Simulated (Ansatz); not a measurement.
The calculation's input:

```
crystal:
  periodic: [false, false, false]
  atoms:
    - {symbol: C, position_ang: [0.000000, 0.000000, -0.645670]}
    - {symbol: B, position_ang: [0.000000, 0.000000, -2.059484]}
    - {symbol: B, position_ang: [0.000000, 0.000000, 0.767058]}
    - {symbol: H, position_ang: [0.000000, 0.000000, 1.938096]}
basis:
  gaussian:
    orbitals: def2-TZVPD
total_charge: 1
magnetization:
  spin_polarized: true
  initial_magnetization: 2
hamiltonian:
  xc: pbe0
output: {forces: true, orbitals: {seedname: orbitals}}
```

Command:

```sh
ansatz run input.yaml --threads 1 --pin off --max-ram 2610MiB --events-out events.jsonl --progress --plain --runs-dir runs
```

Geometry: B3LYP/6-31G*.

The calculation used isolated molecule in a Gaussian basis; Kohn-Sham density functional theory, functional PBE0 in Ansatz 0.2.0.

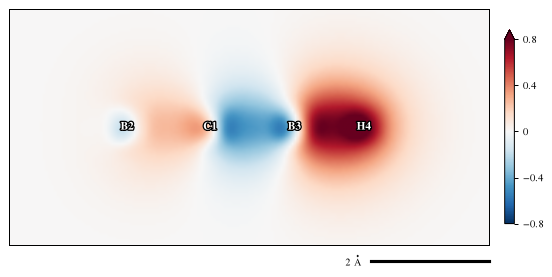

CHB2 (charge +1, triplet). The HOMO−1 (β) on a plane that holds the molecular axis (values in Å⁻³ᐟ²; the overall sign is arbitrary).

Question: Describe this orbital and give its energy.

Answer: It lies mainly on B3 (about 45 %), H4 (about 40 %) and C1 (about 15 %); it is of σ type. Its energy is −19.02 eV.
